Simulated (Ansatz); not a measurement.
AlN: pressure series

Base system: AlN in the wurtzite structure (space group P6_3mc, No. 186).

```
AlN
1.0
    3.10656     0.00000     0.00000
   -1.55328     2.69036     0.00000
    0.00000     0.00000     4.97805
Al N
2 2
Direct
  0.33333   0.66667   0.99658
  0.66667   0.33333   0.49658
  0.33333   0.66667   0.37822
  0.66667   0.33333   0.87822
```

Cell and atoms are relaxed at each pressure.

The values are results of r2SCAN (Ansatz, a program for electronic structure), no SOC, earlier PAW set, not measurements.

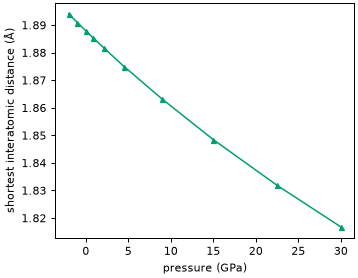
Figure: Shortest interatomic distance against pressure

```tsv
pressure (GPa)	shortest interatomic distance
-2	1.894 Å
-1	1.891 Å
0.9	1.885 Å
2.1	1.882 Å
4.5	1.875 Å
9	1.863 Å
15	1.848 Å
22.5	1.832 Å
30	1.817 Å
```

Load acts through the strain it causes; cell and atoms are relaxed under it. Stability against distortions was not tested. Measured, AlN leaves this structure (for rock salt) near 14 GPa (temperature not stated; as listed in Datta, Sujoy, Jana, Debnarayan, arXiv (2020)), on rising pressure, with hysteresis.
